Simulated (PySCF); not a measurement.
System: B₃H₃O₃.

Input file:

```
{"job": {"kind": "nmr", "xc": "PBE0", "basis": "pcSseg-2"}, "charge": 0, "multiplicity": 1}
O      0.235071     0.825920    -1.058071
B     -1.055686     0.585186    -0.663936
O     -1.289804    -0.252916     0.395483
B     -0.248289    -0.851418     1.056241
O      1.036967    -0.603721     0.649648
B      1.285920     0.233935    -0.406425
H     -1.973366     1.103883    -1.240968
H     -0.460645    -1.585548     1.983502
H      2.414750     0.448421    -0.757925
```

Command:

```sh
OMP_NUM_THREADS=1 python cluster_run.py task.json out
```

Geometry: PBE0-D3(BJ)/def2-SVP.

Method: PBE0/pcSseg-2, SCF density, gas phase, non-relativistic (PySCF 2.14.0).

**Predict the electron density and electron localisation function between the atoms.**

B–O (1.37 Å): the density is about 2.1 e/Å³ at the midpoint; the ELF peaks at about 0.90 between the atoms (a short, strongly polar bond).
B–H (1.20 Å): ρ at the midpoint is about 1.3 e/Å³; the ELF climbs to about 1 towards the hydrogen, as it does in any bond to H (an ordinary covalent bond to hydrogen).

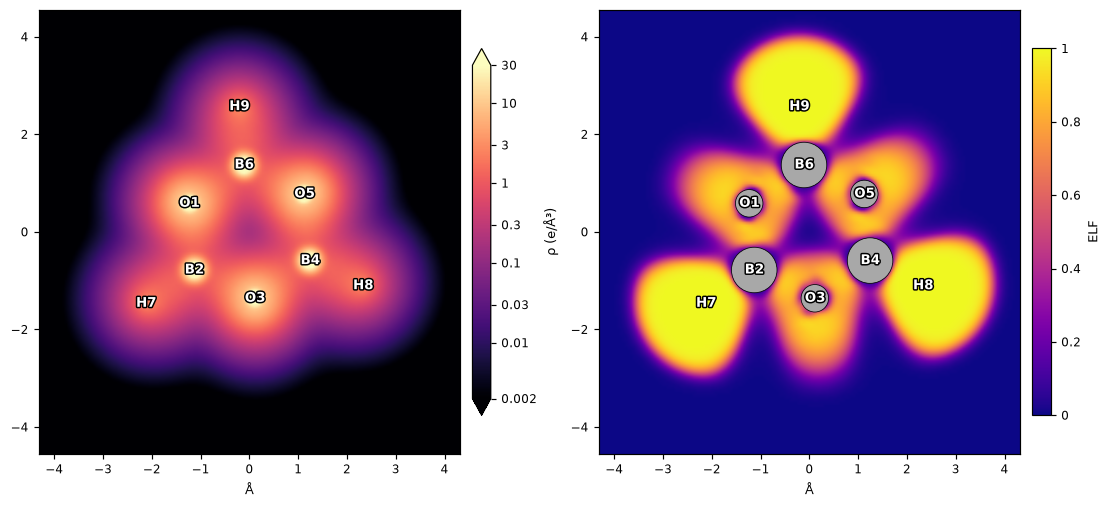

Computed electron density and electron localisation function on the molecular plane, in this order. Grey discs cover the atomic cores in the ELF map. 
